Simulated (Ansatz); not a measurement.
# Two attempts at SiSe (SMILES [Si][Se])

Wanted: the energy of SiSe, UCCSD(T)/STO-3G.

Program for the calculation: Ansatz 0.2.0.

48 further runs of the same task are left out: 13 that didn't finish, 35 set aside as unsound or not needed.

### 1 The structure to begin with

SiSe has 2 atoms, charge 0, and is taken as a singlet. As SMILES, `[Si][Se]`. The Se2–Si1 distance was set to 5.311 Å, away from the relaxed value.

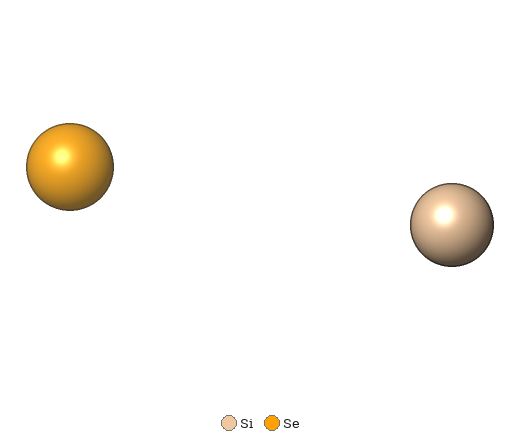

Viewed from a chosen angle; silicon light orange, selenium orange.

### 2 First attempt

molecule.yaml reads:

```yaml
crystal:
  periodic: [false, false, false]
  atoms:
    - symbol: Si
      position_ang: [0.000000, 0.000000, -3.186770]
    - symbol: Se
      position_ang: [0.000000, 0.000000, 2.124530]
basis:
  gaussian:
    orbitals: STO-3G
correlation:
  method: ccsd_t
  frozen_orbitals: {Se: 9, Si: 5}
accuracy: high
scf:
  omitted_lower_state_checks: [cluster_reference, increment]
```

Started as:

```sh
ansatz run molecule.yaml --threads 1 --pin off --max-ram 2610MiB --events-out events.jsonl --progress --plain --runs-dir runs
```

Standard output:

```text
Warning: RAYON_NUM_THREADS=1 ignored (pool sized by the plan → 1); use --threads N
[... 17 lines left out ...]
14 core orbitals not correlated: weight in the atoms' cores, before any rotation towards them, 1.000 or more for the frozen orbitals, at most 0.000 for the correlated occupied ones
[... 301 lines left out ...]
Error: not converged in 300 cycles: update norm 3.311e-8, energy change 1.160e-9 eV, smallest ratio of the change in the update to the step in singles and doubles: 3.5e-3
```

Run time: 1.4 s. Hardware: 1 thread of Arm Neoverse V1, shared host.

### 3 Diagnosis

The iterations ended before the threshold was met.

The telling line is `Error: not converged in 300 cycles: update norm 3.311e-8, energy change 1.160e-9 eV, smallest ratio of the change in the update to the step in singles`. Among its listed settings the sound run differs in this, and the input shows the rest: reference UHF in place of RHF. The next try takes another reference, UHF in place of RHF: a different method, not a cure for the first.

### 4 The mended input

molecule.yaml reads:

```yaml
crystal:
  periodic: [false, false, false]
  atoms:
    - {symbol: Si, position_ang: [0.000000, 0.000000, -3.186770]}
    - {symbol: Se, position_ang: [0.000000, 0.000000, 2.124530]}
basis:
  gaussian:
    orbitals: STO-3G
magnetization:
  spin_polarized: true
correlation:
  method: ccsd_t
  frozen_orbitals: {Se: 9, Si: 5}
accuracy: high
scf:
  omitted_lower_state_checks: [cluster_reference, increment]
```

Started as:

```sh
ansatz run molecule.yaml --threads 1 --pin off --max-ram 2610MiB --events-out events.jsonl --progress --plain --runs-dir runs
```

Standard output:

```text
Warning: RAYON_NUM_THREADS=1 ignored (pool sized by the plan → 1); use --threads N
[... 20 lines left out ...]
14 core orbitals not correlated: weight in the atoms' cores, before any rotation towards them, 1.000 or more for the frozen orbitals, at most 0.000 for the correlated occupied ones
[... 90 lines left out ...]
Total energy: -72355.27195113 eV, -2659.0072000394 hartree
Checks for a lower state left out: cluster_reference, increment
```

Run time: 2.9 s. Hardware: 1 thread of Arm Neoverse V1, shared host; peak memory 0.093 GiB.

### 5 What came out

At UCCSD(T)/STO-3G:

```
                                    quantity           value
                                total energy  -2659.00720 Eh
correlation energy (14 core orbitals frozen)       -13.4 mEh
                              (T) correction        0.00 mEh
           ⟨S²⟩ of the reference determinant           2.000
                               T1 diagnostic           0.000
```

In words: ⟨S²⟩ is 2.00 where a pure singlet has 0.00: the reference is spin-contaminated. The triples make up 0.0 % of the correlation energy.
